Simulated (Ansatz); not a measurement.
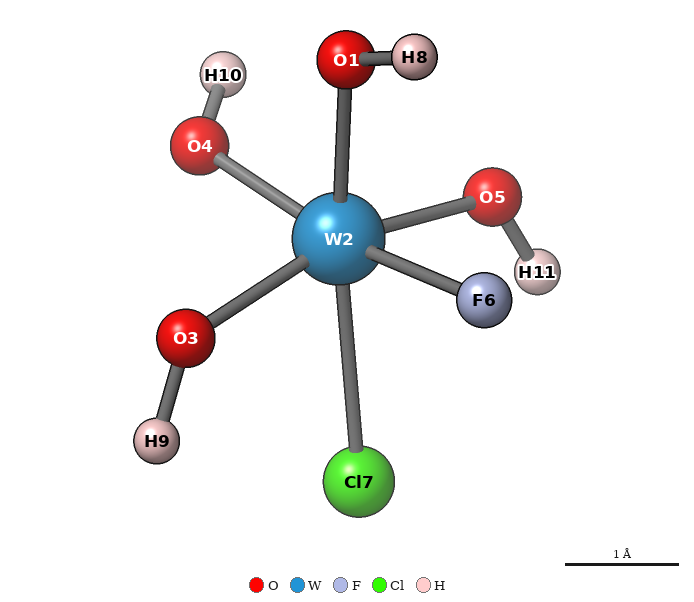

Orthographic view. Distant atoms are faded towards the background colour. Charge 0, singlet. The computed structure is the end point of a PBE0-D4/def2-TZVP optimisation.

List the bonded neighbours of every atom.

O1: W2, H8
W2: O1, O3, O4, O5, F6, Cl7
O3: W2, H9
O4: W2, H10
O5: W2, H11
F6: W2
Cl7: W2
H8: O1
H9: O3
H10: O4
H11: O5
